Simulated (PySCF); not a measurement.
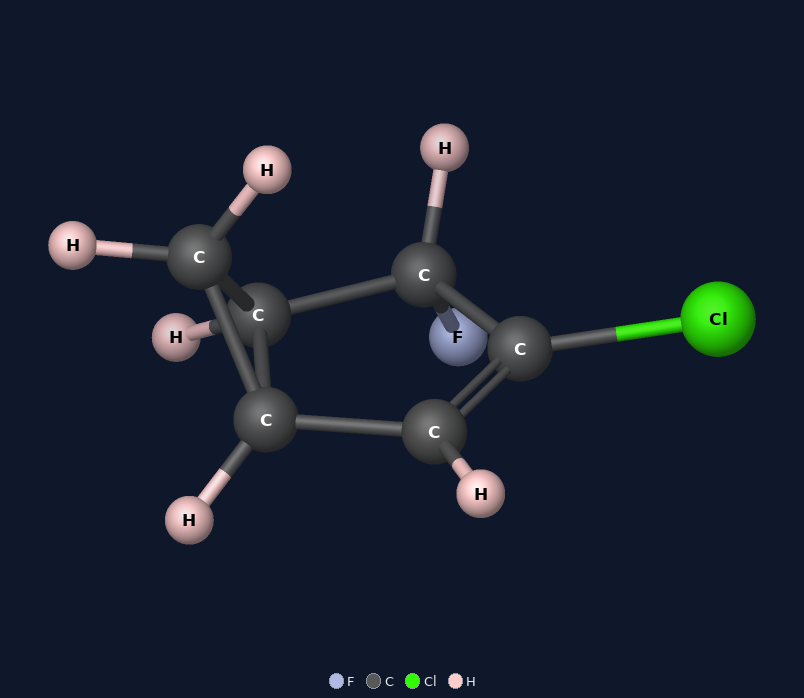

A ball-and-stick model of a molecule. Double and triple bonds are drawn as two and three sticks.

What does the picture show?

Formula C6H6ClF. Its SMILES string is `F[C@@H]1C(Cl)=C[C@H]2C[C@@H]12`. Independent rings (smallest set): 1 of 3 members, 1 of 5 members. Among its groups: alkene, C–F bond, C–Cl bond. This geometry has C1 symmetry. Coordination, clear cases only: 1 C tetrahedral; 2 C trigonal planar.

More results for the same structure follow; atom numbers are the same in all pictures, views and colours differ. Computed geometry: PBE0-D3(BJ)/def2-SVP optimisation. No frequency run is at hand to confirm it as a minimum.

## Geometry

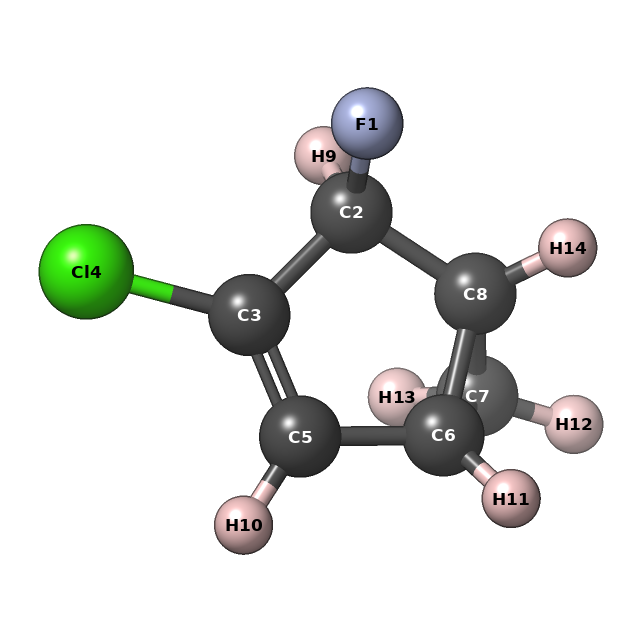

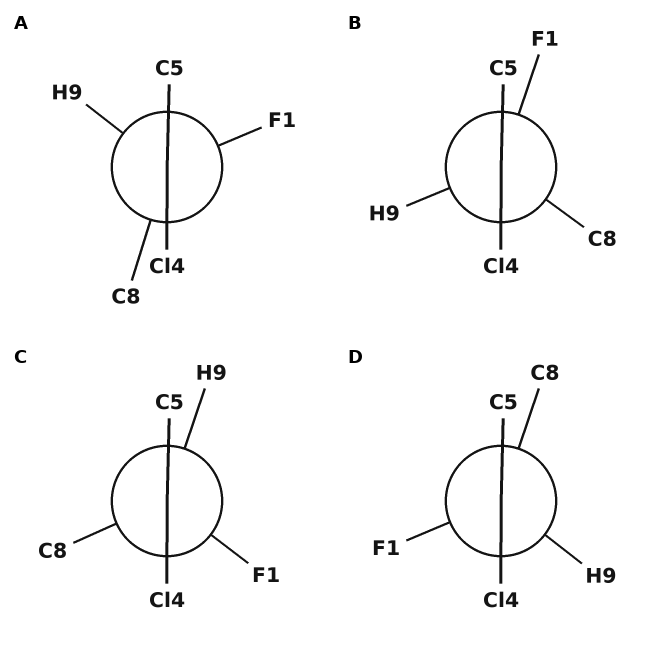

Atoms fade into the background with distance from the viewer. Bonds that would overlap in a projection are set slightly apart. No frequency run is at hand to confirm it as a minimum.

Which Newman projection shows the view along C3–C2, with C3 in front?

Answer. D. The torsion angle Cl4–C3–C2–F1 is 67°, synclinal (gauche).

## Excitation

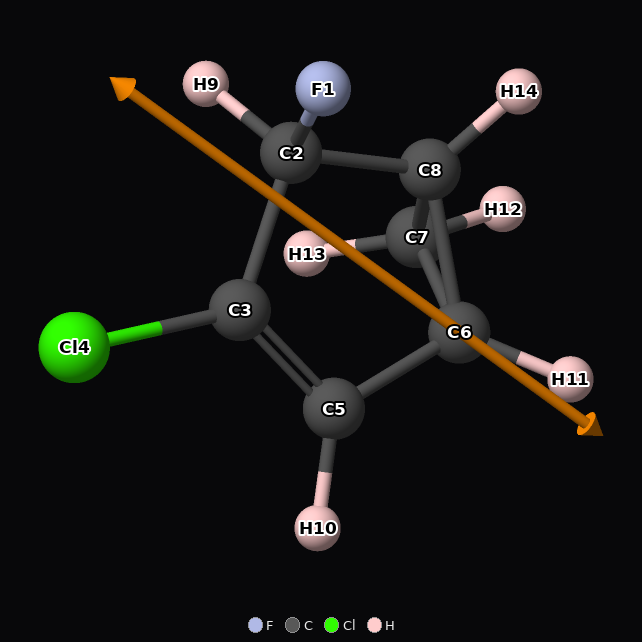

The double arrow shows the direction of the transition dipole to excited singlet state 5 (its length means nothing). No frequency run is at hand to confirm it as a minimum. Level of theory: TDDFT B3LYP/def2-SVPD, vertical, IEF-PCM benzene (non-equilibrium linear response), core orbitals frozen in the response (PySCF 2.14.0).

How is the transition polarised?

Answer. Nearly parallel to the C3–C5 bond.

Give its energy, strength and character.

Answer. 6.75 eV (184 nm), oscillator strength 0.019, mainly HOMO → LUMO+2 (weight 0.62); transition dipole 0.86 D.

## Ring current

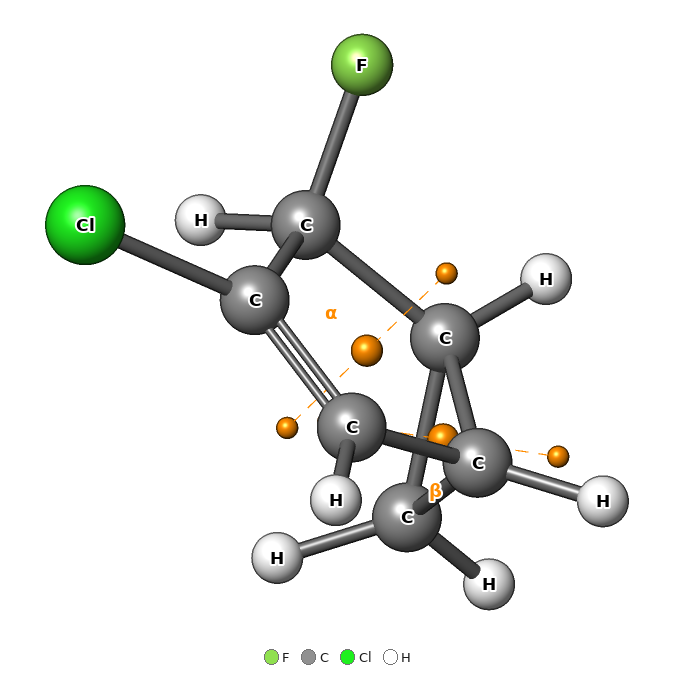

The small points mark where nucleus-independent chemical shifts (NICS) were computed: at the centre of each lettered ring and 1 Å above and below it. No frequency run is at hand to confirm it as a minimum. Method: GIAO PBE0/pcSseg-1 NMR shielding, non-relativistic, IEF-PCM benzene (PySCF 2.14.0).

Give NICS(0), NICS(1) and the out-of-plane component NICS(1)zz for each ring (means of the two sides).

```
ring  members  NICS(0)  NICS(1)  NICS(1)zz
   α       C5     −7.2     −5.3       −3.5
   β       C3    −42.9     −9.1      −23.1
```

Values in ppm.

What do the values say about the ring currents?

Answer. Ring α: weak, as in a non-aromatic ring. NICS is one index among several.

## NMR shielding

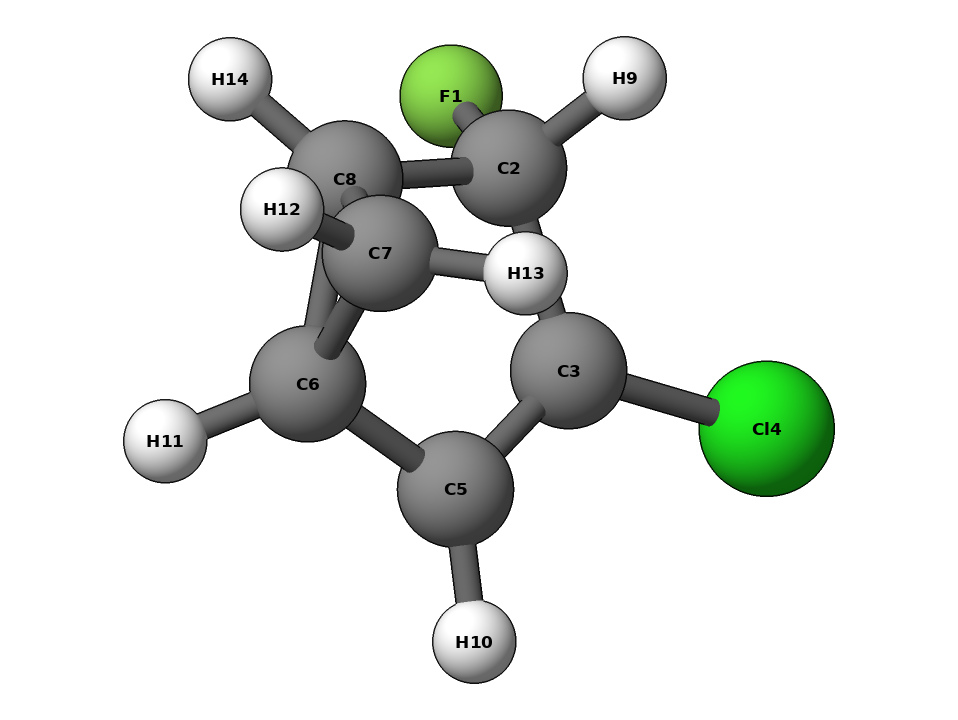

No frequency run is at hand to confirm it as a minimum. Method: GIAO PBE0/pcSseg-1 NMR shielding, non-relativistic, IEF-PCM chloroform (PySCF 2.14.0). Principal shieldings σ11 ≤ σ22 ≤ σ33, span Ω = σ33 − σ11, skew κ = 3(σiso − σ22)/Ω.

Give the shielding tensors of the Cl atoms.

| atom | σ11 | σ22 | σ33 | σiso | Ω | κ |
| --- | --- | --- | --- | --- | --- | --- |
| Cl4 | 562.1 | 781.3 | 998.8 | 780.7 | 436.7 | 0.00 |

Shieldings and span in ppm.
